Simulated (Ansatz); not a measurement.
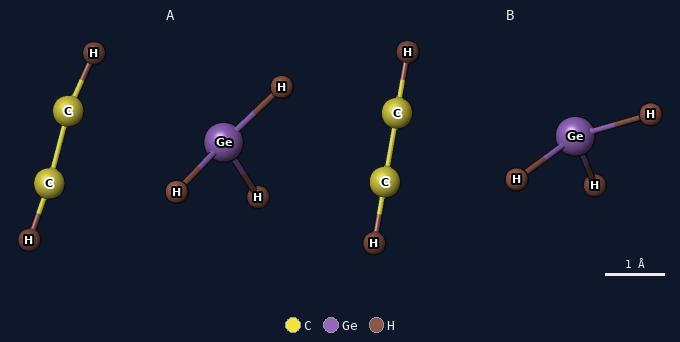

Two geometries of C2H5Ge (multiplicity 2) (started from a transition state, displaced along its imaginary mode), drawn at one scale. One is the start of a relaxation, the other its converged end. The picture is a ball-and-stick view, seen at a tilt.

All numbers below come from UKS PBE0-D4/def2-TZVP (Ansatz). Set-up: force threshold 0.005 eV/Å; at most 200 steps.

### Which geometry has the lower energy?

Structure B is the relaxed one. The energy falls by 10.7 kcal/mol in 15 accepted moves (17 points after the start). The largest force component goes from 6.2 to 0.0049 eV/Å. The line search rejected the trial steps at points 6, 8 of the run. The largest move after the best rigid fit is that of an H atom, 0.74 Å. By element the largest moves are H 0.74 Å, Ge 0.26 Å, C 0.24 Å. Some distances before and after: C–C 1.276 → 1.197 Å, Ge–H 1.493 → 1.543 Å, C–H 1.018 → 1.065 Å, Ge–H 1.570 → 1.538 Å. Bond angles that change, for instance: C–C–H 169.9° → 179.7°, C–C–H 174.7° → 179.7°, H–Ge–H 114.5° → 110.8°. The run took 37 s on 4 threads of Arm Neoverse V2, on a shared host.

Limits of the set-up: the start holds two separate molecules, 3.2 Å apart at their closest, whose relative position is a soft coordinate.
